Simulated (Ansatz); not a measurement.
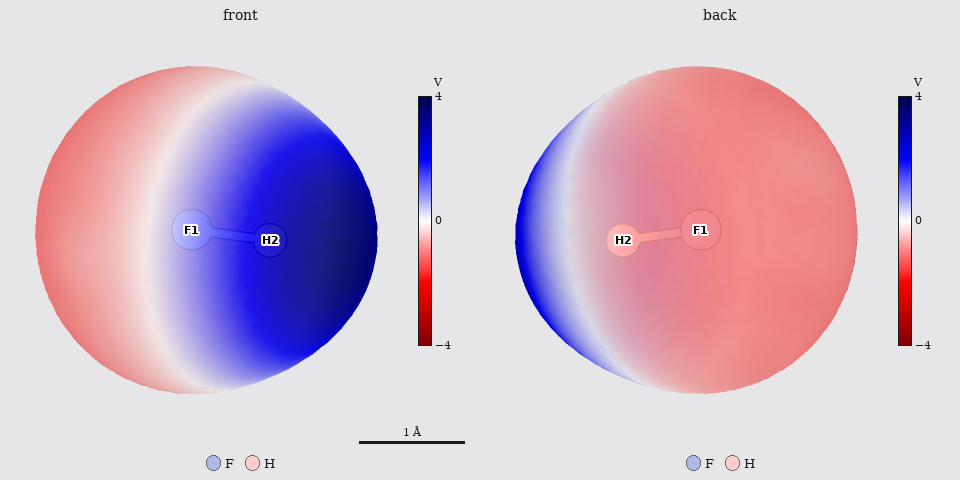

HF. The electrostatic potential painted on the density surface at 0.002 e/bohr³, seen from the front and from behind; the colour scale runs from red (negative) to blue (positive).

Geometry: PBE0-D4/def2-TZVP.

The calculation used RKS PBE0-D4/def2-TZVPPD in Ansatz 0.2.0.

**Describe the electrostatic potential map.**

The most negative region (about −1.0 V) lies over F1, the most positive (about +3.7 V) over H2.
